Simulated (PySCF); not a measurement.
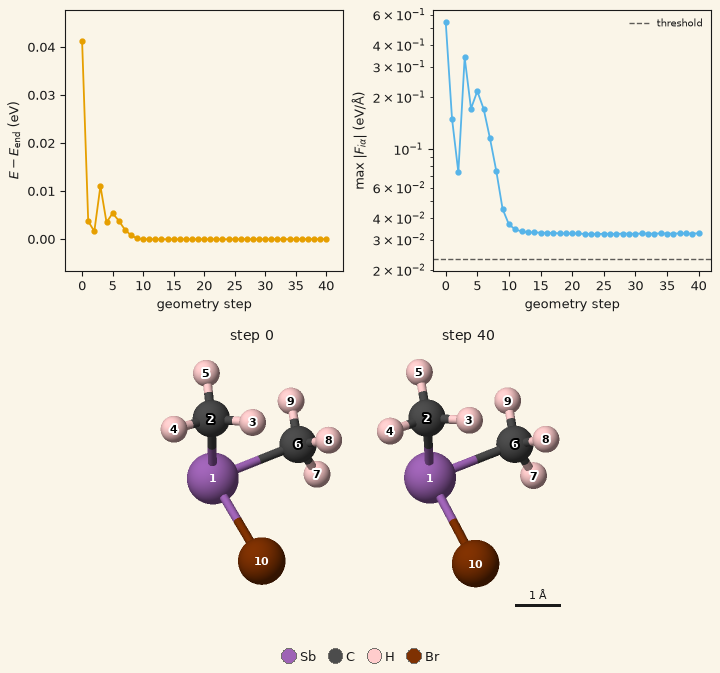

First and last geometry of a relaxation of C$_{2}$H$_{6}$BrSb, with the history of the run. Style: ball-and-stick. Shown from a free direction.

The start comes from GFN2-xTB.

Method: PBE0-D3(BJ)/def2-SVP geometry optimisation, gas phase in PySCF 2.14.0, density-fitted response routines. 

### Did the run converge, and what did it change?

The relaxation stopped without meeting its thresholds, so the last structure isn't shown to be converged. The energy falls by 0.041 eV in 40 geometry steps. The largest force component goes from 0.55 to 0.033 eV/Å. The atom that moves furthest after the best rigid fit is Br10 (0.075 Å). By element the largest moves are Br 0.075 Å, H 0.072 Å, Sb 0.038 Å, C 0.020 Å. Near-neighbour distances that change, for instance: C2–H4 1.084 → 1.099 Å, C2–H3 1.085 → 1.099 Å, Sb1–Br10 2.529 → 2.539 Å, Sb1–C2 2.171 → 2.163 Å. Bond angles that change, for instance: C6–Sb1–Br10 92.4° → 94.5°. The run took of the order of 4 core-minutes on a shared host.
